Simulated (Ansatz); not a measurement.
GaH5Pd

```
Ga Pd H
1.0
     2.98958    0.00000    0.00000
     0.00000    2.98958    0.00000
     0.00000    0.00000    6.42977
Ga Pd H
1 1 5
Direct
  0.50000 0.50000 0.00000
  0.00000 0.00000 0.50000
  0.00000 0.50000 0.34734
  0.00000 0.50000 0.65266
  0.50000 0.00000 0.34734
  0.50000 0.00000 0.65266
  0.00000 0.00000 0.00000
```

Space group P4/mmm; a structure from a database of computed crystals, not necessarily the ambient phase; started from the MgPPd5-123 prototype, which need not be the ambient phase.

Computed with Ansatz, DFT, r2SCAN+rVV10, plane waves, PAW.

The density is the valence pseudo-density of a PAW calculation; it isn't the true density close to the nuclei.

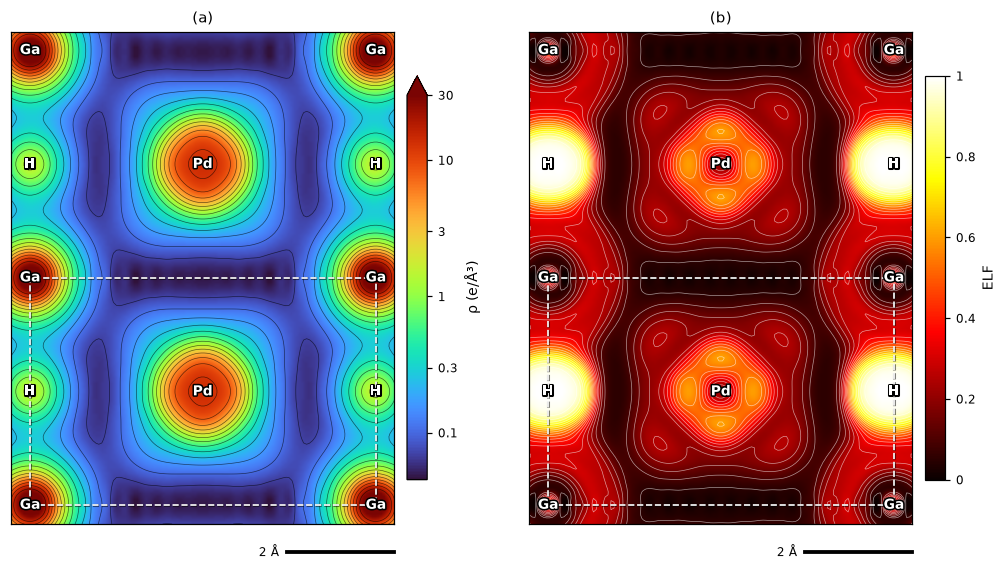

Figure 1. (a) valence pseudo-density; (b) electron localisation function on the (11̄0) plane of the conventional cell.

**What do the fields say about this system?**

Atoms in the plane: Ga, Pd and H.
Ga–H (2.11 Å): ρ is about 0.33 e/Å³ halfway; the ELF climbs to about 1 towards the hydrogen.
Between the atoms the lowest density in this plane is 0.05 e/Å³.
The features right at Ga and Pd lie inside the PAW spheres, where the map follows smoothed inner orbitals and isn't to be read closely.

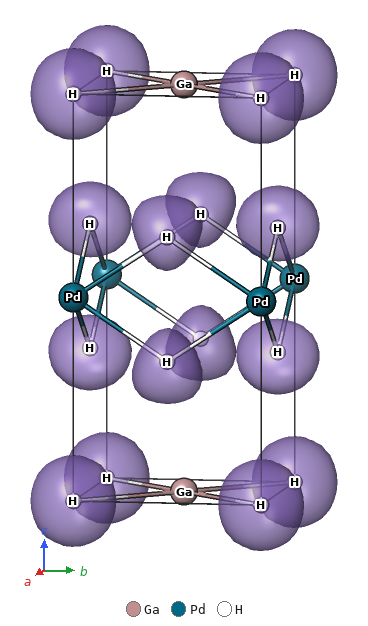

Figure 2. Isosurface of the electron localisation function at 0.75 (purple), seen slightly off an axis. Only the valence region is drawn (cores and ρ < 0.01 e/Å³ removed). Sticks mark near contacts.

**Where are the electrons localised?**

At this value the surface marks out five regions around hydrogen nuclei, counted in one cell of 7 atoms. Regions shared between cells count once. Profiles from the grid: Pd–H (1.79 Å): the ELF climbs to about 1 towards the hydrogen.
